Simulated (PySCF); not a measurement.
**C₄H₁₇NSi₃ (SMILES CC(C)(C)[SiH2]N([SiH3])[SiH3]): density, localisation and related maps**

The calculation's input:

```
{"job": {"kind": "nmr", "xc": "PBE0", "basis": "pcSseg-1"}, "charge": 0, "multiplicity": 1}
C     -1.271389     1.373115    -0.646668
C     -1.314515    -0.004062     0.015843
C     -2.642222    -0.678110    -0.331702
C     -1.230475     0.175566     1.531811
Si     0.132610    -1.091910    -0.609126
N      1.688105    -0.404668    -0.217055
Si     2.450318    -0.701801     1.322087
Si     2.444585     0.777925    -1.249353
H     -2.086856     1.998974    -0.282040
H     -0.330968     1.876233    -0.429768
H     -1.366328     1.285980    -1.727229
H     -2.713200    -1.655699     0.139941
H     -2.734080    -0.815365    -1.406837
H     -3.482662    -0.072440     0.008310
H     -1.286863    -0.785830     2.038582
H     -2.050531     0.798625     1.891170
H     -0.291726     0.650737     1.810641
H      0.062568    -1.224079    -2.067904
H      0.069694    -2.418145     0.013851
H      3.832237    -1.116057     1.072576
H      1.700848    -1.753535     2.002006
H      2.447226     0.528762     2.122842
H      1.723606     0.795649    -2.517787
H      2.398033     2.101537    -0.615252
H      3.841050     0.382744    -1.440737
```

Launched as:

```sh
OMP_NUM_THREADS=1 python probes_run.py task.json out
```

Geometry: GFN2-xTB.

Theory: PySCF 2.14.0, PBE0/pcSseg-1, SCF density, gas phase, non-relativistic.

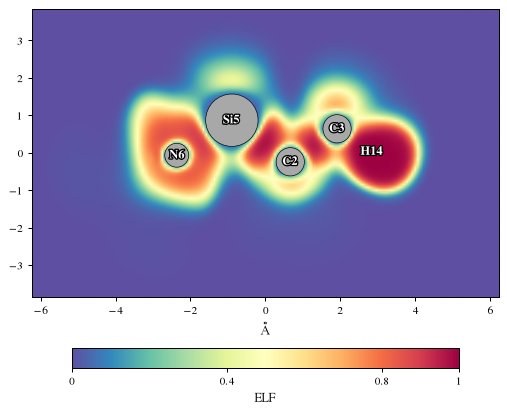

Figure 1. ELF on the plane of atoms C3, C2 and Si5. Grey discs cover the atomic cores.

> Read the bonding off the picture.

The plane passes through C, Si, N and H nuclei. C–C (1.53 Å): the ELF peaks at about 0.95 between the atoms: a shared electron pair. Si–N (1.75 Å): the ELF peaks at about 0.90 between the atoms, as expected for a polar covalent bond. C–Si (1.92 Å): the ELF peaks at about 0.95 between the atoms: a covalent bond. C–H (1.09 Å): the ELF climbs to about 1 towards the hydrogen, as it does in any bond to H; an ordinary covalent bond to hydrogen. The ELF also peaks beside N6, away from the bonds: lone-pair regions.

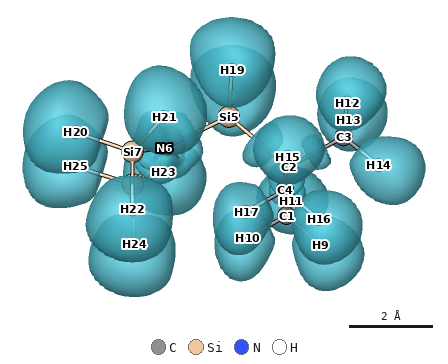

Figure 2. Isosurface of the ELF at 0.8 (cyan), seen from one side. Core shells and regions of very low density are left out.

> Describe the localisation domains.

At this value the surface marks out three regions between bonded C–C atoms (shared pairs), one region between bonded C–Si atoms (shared pairs), 17 regions around hydrogen nuclei and one region on N in which the atom's valence shell and bonds are merged.


 Si–N (1.74 Å): the ELF peaks at about 0.90 between the atoms (a shared but strongly polarised pair).

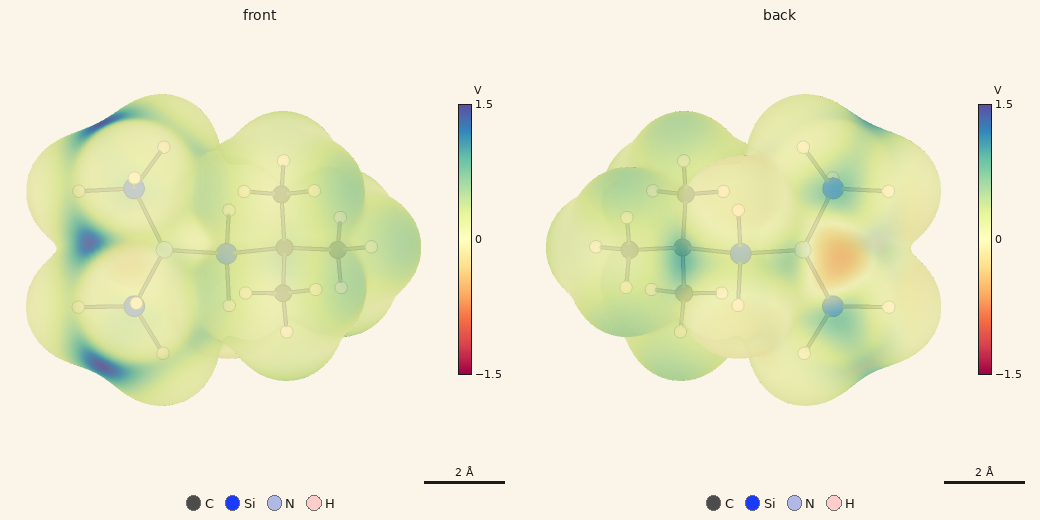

Figure 3. The molecular electrostatic potential painted on the density surface at 0.002 e/bohr³, seen from the front and from behind; the colour scale runs from red (negative) to blue (positive).

> Which sites attract a positive test charge, and which a negative one?

A positive charge is drawn to the negative regions and a negative charge to the positive ones. The most negative region (about −0.4 V) lies over N6, the most positive (about +1.4 V) over Si7 and Si8.
